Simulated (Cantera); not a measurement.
Input: 1 mol Si(CH3)4, 0.28 mol C2H4, 8.2 mol H2, 0.44 mol C2H2, at 0.00133 bar.

Equilibrium computed with Cantera from the NASA thermochemical tables; the gas is ideal and each condensed phase is pure. Candidate condensed phases: C, C6H6, C7H8, C8H18, Si, SiC; 87 gas species. Rates play no part.

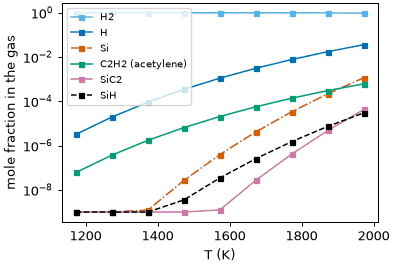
Fig. 1. Equilibrium gas composition (values under 1e-9 drawn at 1e-9)

From 1173 K to 1973 K the condensed part is C(graphite) + SiC(s).
